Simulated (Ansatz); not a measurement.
```xyz
13

C    -2.0930   -0.4663   -0.4610
B    -0.6747   -1.0952   -0.4681
Si    0.7400   -0.6251    0.8811
Si    1.7422    1.3323    0.0560
F     2.8785    1.8609    1.0619
H    -2.0468    0.3310   -1.2233
H    -2.4141    0.0003    0.4711
H    -2.8670   -1.1497   -0.8225
H    -0.3681   -1.8042   -1.3867
H     1.8102   -1.6498    1.0350
H     0.1882   -0.2924    2.2263
H     2.3878    1.1039   -1.2640
H     0.7371    2.4196   -0.0910
```

Geometry: PBE0-D4/def2-TZVP.

Method: RKS PBE0-D4/def2-TZVPP in Ansatz.

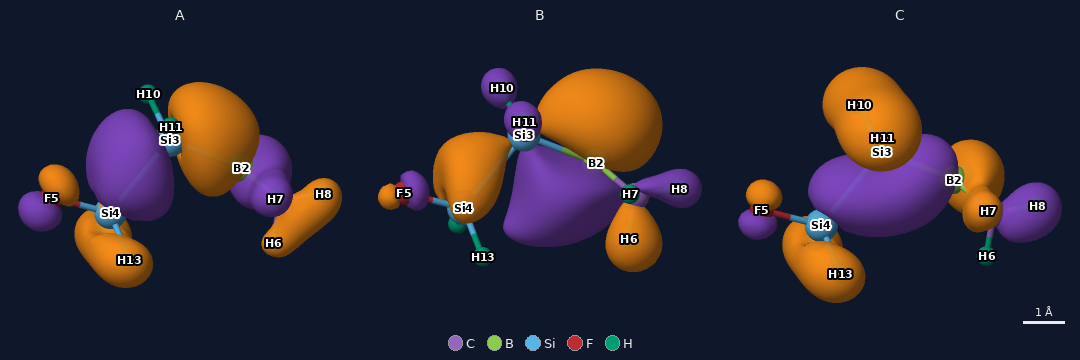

CH₈BFSi₂. Three frontier orbitals at ±0.08 Å⁻³ᐟ² (orange and purple are the two phases), in no order.

**Which picture is the HOMO−1, the HOMO and the LUMO?**

C is the HOMO−1 (−8.65 eV). Its weight (Hirshfeld) is mainly on Si3 (about 35 %), Si4 (about 15 %), B2 (about 15 %), H11 (about 10 %) and H10 (about 5 %). A is the HOMO (−7.77 eV). Its weight (Hirshfeld) is mainly on Si3 (about 35 %), Si4 (about 20 %) and B2 (about 20 %). B is the LUMO (−2.20 eV). Its weight (Hirshfeld) is mainly on B2 (about 45 %), Si3 (about 15 %), Si4 (about 10 %) and C1 (about 5 %).

**What is the HOMO–LUMO gap?**

5.57 eV between the orbital energies.
